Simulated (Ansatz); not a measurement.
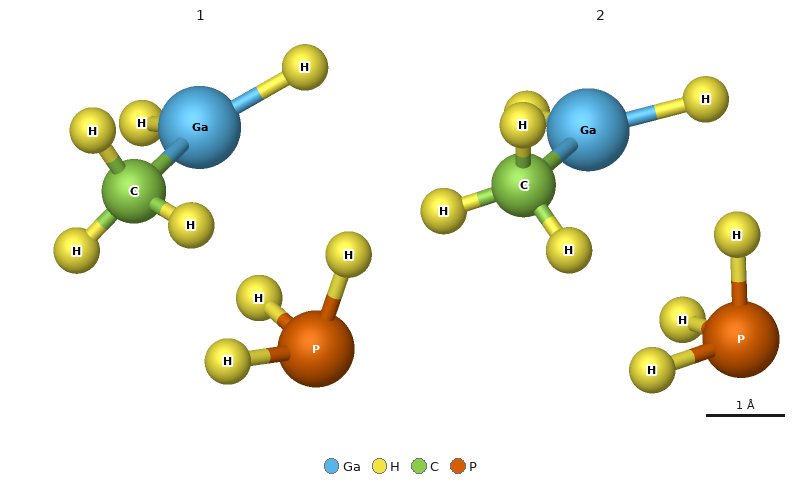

Two geometries of CH$_{8}$GaP, drawn at one scale. One is the start of a relaxation, the other its converged end. Style: ball-and-stick. Shown from a free direction.

The calculation used RKS PBE0-D4/def2-SVP in Ansatz 0.2.0. Settings: no spin polarisation; force threshold 0.03 eV/Å; at most 50 steps.

### Which one is relaxed?

Structure 1 is the relaxed one. The run prepares an end point of a later path (reaction) calculation, from a guessed geometry. The atom that moves furthest after the best rigid fit is an H atom (0.69 Å). By element the largest moves are H 0.69 Å, P 0.35 Å, C 0.17 Å, Ga 0.15 Å. Near-neighbour distances that change, for instance: Ga–P 3.487 → 3.380 Å. Over 11 geometry steps the energy falls by 2.78 kcal/mol. The largest force component goes from 0.36 to 0.012 eV/Å.
